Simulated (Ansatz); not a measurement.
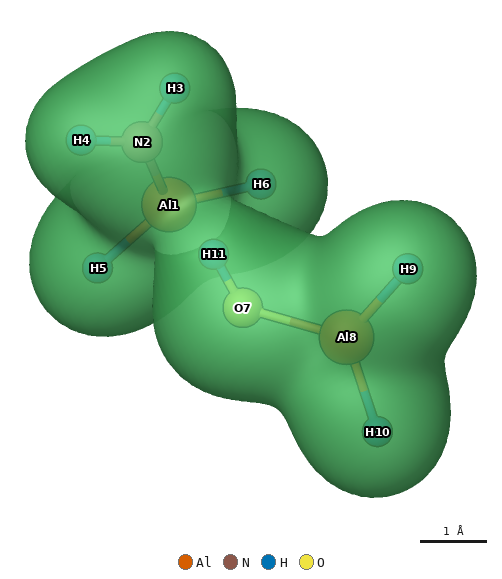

Figure 1: AlH4N···AlH3O. Isosurface of the total electron density at 0.05 e/Å³ (green), seen at an oblique angle.

Not at a stationary point (largest force 1.6 eV/Å).

All numbers below come from RHF/6-31G* in Ansatz 0.2.0.

Input

```
crystal:
  periodic: [false, false, false]
  atoms:
    - { symbol: Al, position_ang: [0.0, 0.0, 0.0] }
    - { symbol: "N", position_ang: [0.0, 0.0, 2.27] }
    - { symbol: H, position_ang: [-0.877, -0.2713, 2.8] }
    - { symbol: H, position_ang: [0.877, 0.2713, 2.8] }
    - { symbol: H, position_ang: [1.351, 0.0, -0.78] }
    - { symbol: H, position_ang: [-1.351, 0.0, -0.78] }
    - { symbol: O, position_ang: [-0.2602, 1.9567, 0.6559] }
    - { symbol: Al, position_ang: [-1.7608, 2.899, 0.4873] }
    - { symbol: H, position_ang: [-3.0134, 2.2572, -0.1857] }
    - { symbol: H, position_ang: [-1.8235, 4.3665, 1.0126] }
    - { symbol: H, position_ang: [-0.1672, 1.2578, 1.8121] }
basis:
  gaussian: { orbitals: "6-31G*" }
hamiltonian:
  xc: hf
relax:
  f_tol: 0.15
  max_steps: 25
  restrain:
    - { distance: [0, 6], at: 2.98, k: 30.0 }
    - { distance: [10, 1], at: 2.26, k: 30.0 }
    - { distance: [0, 1], at: 1.92, k: 30.0 }
    - { distance: [10, 6], at: 1.01, k: 30.0 }
output:
  orbitals: {}
```

Launched as:

```sh
ansatz run input.yaml --threads 1 --pin off --max-ram 2048MiB --backend cpu --events-out ev --progress --plain --runs-dir out
```

The fields are those of the run's last geometry, not of the input's.

Question: Which contacts does the surface bridge?

Answer: At this value the surface is in one piece. It bridges the sampled N···H (2.26 Å), Al–O (1.71 Å), Al–N (1.87 Å) and O–H (0.98 Å) contacts, where the density stays above the isovalue. On the grid the lowest density along these lines, outside the cores, is 0.12 e/Å³ (N···H, 2.26 Å), 0.7 e/Å³ (Al–O, 1.71 Å), 0.58 e/Å³ (Al–N, 1.87 Å) and 2.2 e/Å³ (O–H, 0.98 Å).
